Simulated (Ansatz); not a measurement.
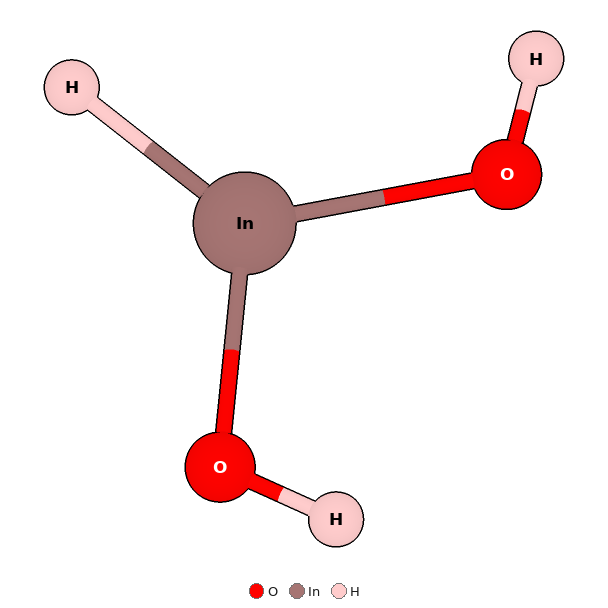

A ball-and-stick model of a molecule.

What is the molecular formula?

H₃InO₂, 6 atoms: 3 hydrogen, 1 indium and 2 oxygen.

How many atoms are distinct by symmetry?

6: 1 O, 1 In, 1 O, 1 H, 1 H, 1 H.

Count the bonded pairs by element.

2 In–O, 2 O–H, 1 In–H.

The parts below concern this one geometry. Atoms keep their numbers from picture to picture. The geometry was computed by an optimisation with PBE0-D4/def2-TZVP.

Electronic properties

Properties computed with RKS r2SCAN-D4/def2-TZVPP, core potentials on In (Ansatz 0.2.0).

What is the HOMO energy (Kohn–Sham orbital)?

−6.97 eV.

Estimate the HOMO–LUMO gap.

5.38 eV.

Give the dipole moment at this level.

2.22 D.

What is the vertical ionisation energy?

10.20 eV.

Charges

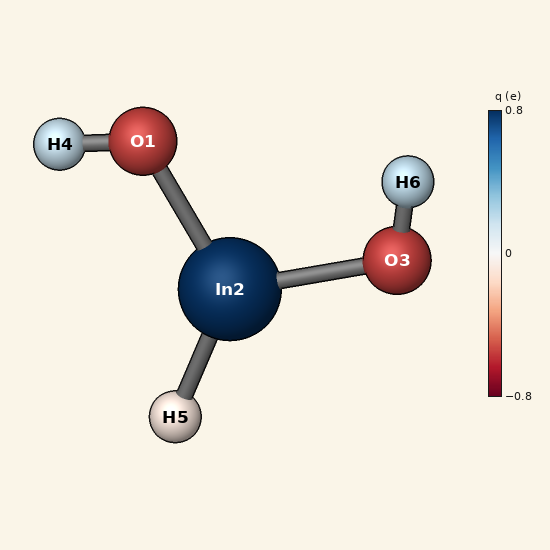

Atoms are coloured by their Mulliken charges. Level of theory: RKS r2SCAN-D4/def2-TZVPP, core potentials on In (Ansatz 0.2.0).

Which atom carries the highest charge (most positive or least negative)?

In2 (0.79 e).

And the lowest?

O3 (−0.55 e).

Give the Mulliken charges atom by atom.

```tsv
atom	value (e)
O1	−0.54
In2	0.79
O3	−0.55
H4	0.18
H5	−0.09
H6	0.20
```

Thermal motion

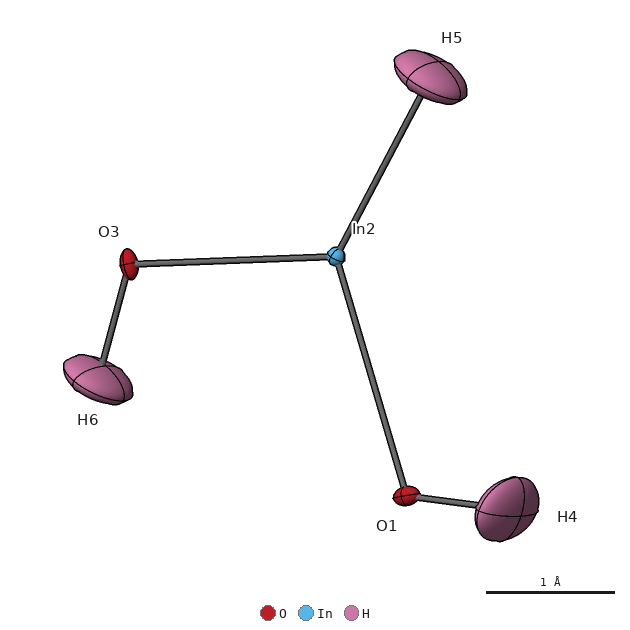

Displacement ellipsoids at the 50 % level, from the internal vibrations of the free molecule (harmonic, no overall translation or rotation; no half-axis is drawn under 0.075 Å). Vibrations computed with RKS PBE0-D4/def2-TZVP, core potentials on In (Ansatz 0.2.0). Temperature: 200 K.

List U_eq and the three principal root-mean-square amplitudes for each kind of atom.

| atom | U_eq (Å²) | rms amplitudes (Å) |
| --- | --- | --- |
| O1 | 0.0028 | 0.020, 0.039, 0.080 |
| In2 | 0.00013 | 0.005, 0.007, 0.018 |
| O3 | 0.0028 | 0.021, 0.039, 0.080 |
| H4 | 0.0340 | 0.091, 0.174, 0.251 |
| H5 | 0.0308 | 0.094, 0.202, 0.206 |
| H6 | 0.0294 | 0.085, 0.185, 0.216 |

Mulliken values depend strongly on the basis set and can even reverse the polarity of a bond.
